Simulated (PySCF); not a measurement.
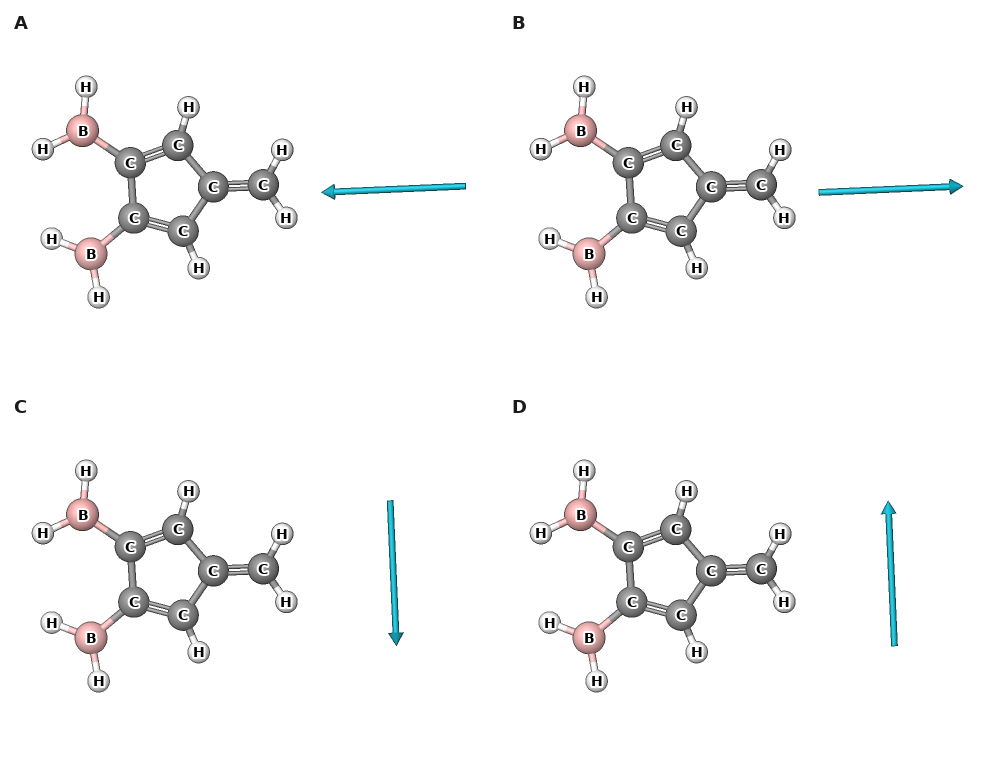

The same molecule four times, each with an arrow. Computed geometry: GFN2-xTB optimisation. No frequency run is at hand to confirm it as a minimum. Method: CAM-B3LYP/def2-SVPD, gas phase (PySCF 2.14.0).

Which arrow points along the dipole moment, from the negative to the positive end?

Answer. B. The dipole moment is 3.45 D.

The geometry is semi-empirical. Around B such bond lengths and angles can be off by a tenth of an ångström or more and by several degrees, and values that hang on the shape move with them.
